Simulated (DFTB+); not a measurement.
# Run report: C$_{5}$H$_{5}$NO, property calculation (part 2 of 2)

The same run, continued: C$_{5}$H$_{5}$NO, SMILES [O-][n+]1ccccc1; DFTB2, R-SCC (DFTB+ 25.1). The geometry comes from this level: GFN2-xTB.

Geometry of the input (Å):
```
O  -0.2345  -2.5928  0.1293
N  -0.1224  -1.3469  0.0670
C  -0.0538  -0.5987  1.1947
C  0.0698  0.7689  1.1506
C  0.1284  1.4237  -0.0710
C  0.0582  0.6522  -1.2216
C  -0.0653  -0.7134  -1.1290
H  -0.1038  -1.1566  2.1170
H  0.1205  1.3198  2.0765
H  0.2260  2.4952  -0.1240
H  0.1003  1.1083  -2.1982
H  -0.1234  -1.3596  -1.9913
```

What the program printed, continued
```
 Iter:14, tol:  0.10E-05
Current localisation     9.769830 change   0.131278697737E-01
 max(alpha)  0.85E-01
 Iter:15, tol:  0.10E-05
Current localisation     9.779641 change   0.981175118515E-02
 max(alpha)  0.75E-01
 Iter:16, tol:  0.10E-05
Current localisation     9.784440 change   0.479883913916E-02
 max(alpha)  0.54E-01
 Iter:17, tol:  0.10E-05
Current localisation     9.786139 change   0.169931684439E-02
 max(alpha)  0.33E-01
 Iter:18, tol:  0.10E-05
Current localisation     9.786641 change   0.501537195561E-03
 max(alpha)  0.18E-01
 Iter:19, tol:  0.10E-05
Current localisation     9.786777 change   0.136184863797E-03
 max(alpha)  0.94E-02
 Iter:20, tol:  0.10E-05
Current localisation     9.786813 change   0.357183901780E-04
 max(alpha)  0.48E-02
 Iter:21, tol:  0.10E-05
Current localisation     9.786822 change   0.923434356892E-05
 max(alpha)  0.24E-02
 Iter:22, tol:  0.10E-05
Current localisation     9.786825 change   0.237257702196E-05
 max(alpha)  0.12E-02
 Iter:23, tol:  0.10E-05
Current localisation     9.786825 change   0.607868880564E-06
 max(alpha)  0.63E-03
 Iter:24, tol:  0.10E-05
Current localisation     9.786825 change   0.155532497104E-06
 max(alpha)  0.32E-03
 Iter:25, tol:  0.10E-05
Current localisation     9.786825 change   0.397696364729E-07
 max(alpha)  0.16E-03
 Iter:26, tol:  0.10E-05
Current localisation     9.786825 change   0.101658397256E-07
 max(alpha)  0.81E-04
 Iter:27, tol:  0.10E-05
Current localisation     9.786825 change   0.259816168580E-08
 max(alpha)  0.41E-04
 Iter:28, tol:  0.10E-05
Current localisation     9.786825 change   0.663975541215E-09
 max(alpha)  0.21E-04
 Iter:29, tol:  0.10E-05
Current localisation     9.786825 change   0.169677605300E-09
 max(alpha)  0.10E-04
 Iter:30, tol:  0.10E-05
Current localisation     9.786825 change   0.433626468066E-10
 max(alpha)  0.53E-05
 Iter:31, tol:  0.10E-05
Current localisation     9.786825 change   0.110809139642E-10
 max(alpha)  0.27E-05
 Iter:32, tol:  0.10E-05
Current localisation     9.786825 change   0.283151280200E-11
 max(alpha)  0.14E-05
 Iter:33, tol:  0.10E-05
Current localisation     9.786825 change   0.721200876797E-12
 max(alpha)  0.68E-06
 Iter:34, tol:  0.10E-05
Current localisation     9.786825 change   0.186517468137E-12
 max(alpha)  0.35E-06
 Iter:35, tol:  0.10E-05
Current localisation     9.786825 change   0.479616346638E-13
 max(alpha)  0.17E-06
 Iter:36, tol:  0.10E-05
Current localisation     9.786825 change   0.106581410364E-13
 max(alpha)  0.88E-07
 Iter:37, tol:  0.10E-05
Current localisation     9.786825 change   0.532907051820E-14
 max(alpha)  0.45E-07
 Iter:38, tol:  0.10E-05
Current localisation     9.786825 change   0.000000000000E+00
 max(alpha)  0.22E-07
 Iter:39, tol:  0.10E-05
Current localisation     9.786825 change   0.177635683940E-14
 max(alpha)  0.12E-07
 Iter:40, tol:  0.10E-05
Current localisation     9.786825 change   0.000000000000E+00
 max(alpha)  0.53E-08
 Iter:41, tol:  0.10E-05
Current localisation     9.786825 change  -0.177635683940E-14
 max(alpha)  0.53E-08
 Iter:42, tol:  0.10E-05
Current localisation     9.786825 change   0.177635683940E-14
 Converged on rotation angle
 Final   9.7868253433910493
 Pipek Mezey localisation
 Initial   9.7868253433910493
 Iter:1, tol:  0.10E-11
Current localisation     9.786825 change   0.000000000000E+00
 max(alpha)  0.00E+00
 Iter:2, tol:  0.10E-11
Current localisation     9.786825 change   0.000000000000E+00
 max(alpha)  0.00E+00
 Iter:3, tol:  0.10E-11
Current localisation     9.786825 change   0.000000000000E+00
 Converged on rotation angle
 Final   9.7868253433910493
Final localisation   0.978682534339E+01

--------------------------------------------------------------------------------
--------------------------------------------------------------------------------
SCC                                    +       0.02 ( 33.2%)       0.02 ( 33.9%)
Post-geometry optimisation             +       0.04 ( 62.5%)       0.04 ( 61.0%)
--------------------------------------------------------------------------------
Missing                                +       0.00 (  4.3%)       0.00 (  5.1%)
Total                                  =       0.06 (100.0%)       0.06 (100.0%)
--------------------------------------------------------------------------------
```

File detailed.out
```
Fermi distribution function

Calculation with static geometry

********************************************************************************
 iSCC Total electronic   Diff electronic      SCC error
   13   -0.16771359E+02   -0.13579182E-08    0.40179053E-05
********************************************************************************

 Total charge:    -0.00000000

 Atomic gross charges (e)
 Atom           Charge
    1      -0.48297719
    2       0.50057338
    3      -0.13216068
    4      -0.05062567
    5      -0.11373900
    6      -0.05059811
    7      -0.13227888
    8       0.10734295
    9       0.08214136
   10       0.08289251
   11       0.08217417
   12       0.10725516

 CM5 corrected atomic gross charges (e)
 Atom           Charge
    1      -0.45288129
    2       0.27022067
    3      -0.11069683
    4      -0.10107266
    5      -0.16817272
    6      -0.10103252
    7      -0.11070879
    8       0.17806718
    9       0.13933803
   10       0.13960976
   11       0.13934873
   12       0.17798046

Nr. of electrons (up):     36.00000000
Atom populations (up)
 Atom       Population
    1       6.48297719
    2       4.49942662
    3       4.13216068
    4       4.05062567
    5       4.11373900
    6       4.05059811
    7       4.13227888
    8       0.89265705
    9       0.91785864
   10       0.91710749
   11       0.91782583
   12       0.89274484

l-shell populations (up)
 Atom Sh.   l       Population
    1   1   0       1.78395990
    1   2   1       4.69901728
    2   1   0       1.26824608
    2   2   1       3.23118054
    3   1   0       1.18998687
    3   2   1       2.94217381
    4   1   0       1.20206071
    4   2   1       2.84856496
    5   1   0       1.20100787
    5   2   1       2.91273113
    6   1   0       1.20211668
    6   2   1       2.84848144
    7   1   0       1.18992522
    7   2   1       2.94235366
    8   1   0       0.89265705
    9   1   0       0.91785864
   10   1   0       0.91710749
   11   1   0       0.91782583
   12   1   0       0.89274484

Orbital populations (up)
 Atom Sh.   l   m       Population  Label
    1   1   0   0       1.78395990  s
    1   2   1  -1       1.19926831  p_y
    1   2   1   0       1.96046167  p_z
    1   2   1   1       1.53928731  p_x
    2   1   0   0       1.26824608  s
    2   2   1  -1       0.97544143  p_y
    2   2   1   0       1.05402487  p_z
    2   2   1   1       1.20171424  p_x
    3   1   0   0       1.18998687  s
    3   2   1  -1       0.91837880  p_y
    3   2   1   0       0.90957900  p_z
    3   2   1   1       1.11421601  p_x
    4   1   0   0       1.20206071  s
    4   2   1  -1       0.92247566  p_y
    4   2   1   0       0.94441681  p_z
    4   2   1   1       0.98167248  p_x
    5   1   0   0       1.20100787  s
    5   2   1  -1       0.93864712  p_y
    5   2   1   0       0.91686036  p_z
    5   2   1   1       1.05722365  p_x
    6   1   0   0       1.20211668  s
    6   2   1  -1       0.92071803  p_y
    6   2   1   0       0.94609576  p_z
    6   2   1   1       0.98166765  p_x
    7   1   0   0       1.18992522  s
    7   2   1  -1       0.92807728  p_y
    7   2   1   0       0.89980861  p_z
    7   2   1   1       1.11446778  p_x
    8   1   0   0       0.89265705  s
    9   1   0   0       0.91785864  s
   10   1   0   0       0.91710749  s
   11   1   0   0       0.91782583  s
   12   1   0   0       0.89274484  s

Fermi level:                        -0.1390527969 H           -3.7838 eV
Band energy:                       -16.5182835722 H         -449.4854 eV
TS:                                  0.0000000000 H            0.0000 eV
Band free energy (E-TS):           -16.5182835722 H         -449.4854 eV
Extrapolated E(0K):                -16.5182835722 H         -449.4854 eV
Input / Output electrons (q):     36.0000000000     36.0000000000

Energy H0:                         -16.8072546087 H         -457.3487 eV
Energy SCC:                          0.0358958879 H            0.9768 eV
Total Electronic energy:           -16.7713587208 H         -456.3719 eV
Repulsive energy:                    0.6430880207 H           17.4993 eV
Total energy:                      -16.1282707001 H         -438.8726 eV
Extrapolated to 0:                 -16.1282707001 H         -438.8726 eV
Total Mermin free energy:          -16.1282707001 H         -438.8726 eV
Force related energy:              -16.1282707001 H         -438.8726 eV

Non-constrained calculation

SCC converged

Total Forces
    1     -0.000921840291     -0.009712753908      0.000440256688
    2     -0.000517676800     -0.006882973100      0.000773777139
    3     -0.000439363893     -0.004316452483      0.016845662883
    4      0.000503599955      0.005622862455      0.000753110889
    5      0.000282601820      0.003016594966     -0.000105992898
    6      0.000517603122      0.005112066677     -0.001336403093
    7     -0.000546115342     -0.005688211165     -0.016879269142
    8     -0.000455558933     -0.005178584319      0.011768351669
    9      0.000586723818      0.006440933225      0.010567240079
   10      0.001116568544      0.012455205912     -0.000627572780
   11      0.000451607476      0.005382325992     -0.011037032678
   12     -0.000578149475     -0.006251014251     -0.011162128756

Maximal derivative component:        0.168793E-01 au

Dipole moment:    0.11175944    1.23597976   -0.06143276 au
Dipole moment:    0.28406419    3.14154745   -0.15614650 Debye
```

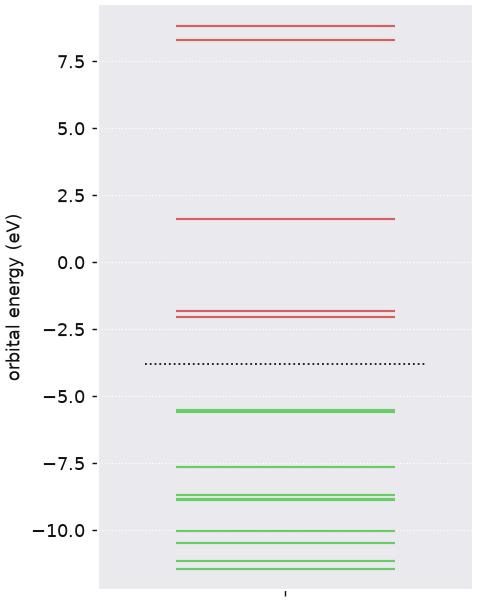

Fig. 1: Orbital energies near the frontier; the dotted line parts filled from empty levels, and levels within 0.02 eV of each other stand side by side. Highest filled −5.53 eV, lowest empty −2.04 eV, 3.49 eV apart.

Summary

| quantity | value |
| --- | --- |
| outcome | converged |
| total energy | −16.128271 hartree |
| basis functions | 33 |
| largest force | 0.916 eV/Å |
| HOMO | −5.53 eV |
| LUMO | −2.04 eV |
| dipole moment | 3.16 D |
| peak memory | 0.068 GiB |
